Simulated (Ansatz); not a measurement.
HfO2 (baddeleyite type, space group P2_1/c)

```
CELL_PARAMETERS angstrom
      5.16120     0.00000     0.00000
      0.00000     5.21182     0.00000
     -0.89809     0.00000     5.27640
ATOMIC_POSITIONS crystal
  Hf 0.27574 0.04289 0.20837
  Hf 0.72426 0.54289 0.29163
  Hf 0.72426 0.95711 0.79163
  Hf 0.27574 0.45711 0.70837
  O  0.06715 0.32865 0.34844
  O  0.93285 0.82865 0.15156
  O  0.93285 0.67135 0.65156
  O  0.06715 0.17135 0.84844
  O  0.44917 0.75721 0.47664
  O  0.55083 0.25721 0.02336
  O  0.55083 0.24279 0.52336
  O  0.44917 0.74279 0.97664
```

A phonon eigenvector at Γ is frozen into this cell: atom i moves by Q times the vector below, so Q is the largest atomic displacement, in Å. The cell is held.

```json
[
 {"atom": "Hf1", "x": "0.082", "y": "0.089", "z": "-0.408"},
 {"atom": "Hf2", "x": "-0.082", "y": "0.089", "z": "0.408"},
 {"atom": "Hf3", "x": "-0.082", "y": "-0.089", "z": "0.408"},
 {"atom": "Hf4", "x": "0.082", "y": "-0.089", "z": "-0.408"},
 {"atom": "O5", "x": "-0.490", "y": "-0.728", "z": "0.479"},
 {"atom": "O6", "x": "0.490", "y": "-0.728", "z": "-0.479"},
 {"atom": "O7", "x": "0.490", "y": "0.728", "z": "-0.479"},
 {"atom": "O8", "x": "-0.490", "y": "0.728", "z": "0.479"},
 {"atom": "O9", "x": "0.020", "y": "0.008", "z": "0.078"},
 {"atom": "O10", "x": "-0.020", "y": "0.008", "z": "-0.078"},
 {"atom": "O11", "x": "-0.020", "y": "-0.008", "z": "-0.078"},
 {"atom": "O12", "x": "0.020", "y": "-0.008", "z": "0.078"}
]
```

Level of theory: PBE (plane waves to 420 eV, PAW, scalar-relativistic; Ansatz, an electronic-structure program). k mesh 5×5×5 (Γ-centred), Fermi-Dirac smearing 0.05 eV. The energy includes the smearing's −TS. HfO2 is run without spin polarisation. HfO2 was relaxed with its symmetry unable to fall. Spin-orbit coupling is left out, though Hf is heavy. The zero of ΔE is the undisplaced structure.

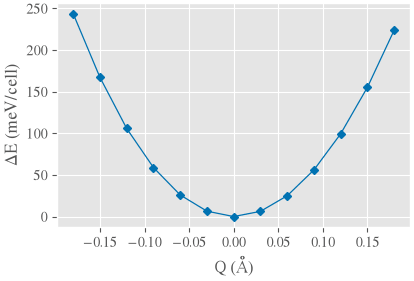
Fig. 1. ΔE (meV/cell) against Q (Å); computed points joined by lines.

Task: Is the energy the same for displacements of ±0.180 Å, and if not, which side lies higher?

Result: Not even: the negative side lies higher at ±0.180 Å.

Task: What is the energy change at Q = 0.180 Å?

Result: About 220 meV/cell.

Task: What harmonic wavenumber does the curvature at Q = 0 give?

Result: About 140 cm⁻¹.

(A displaced cell: forces are minus the slopes of the energy, force constants its curvatures, and phonons follow from these.)
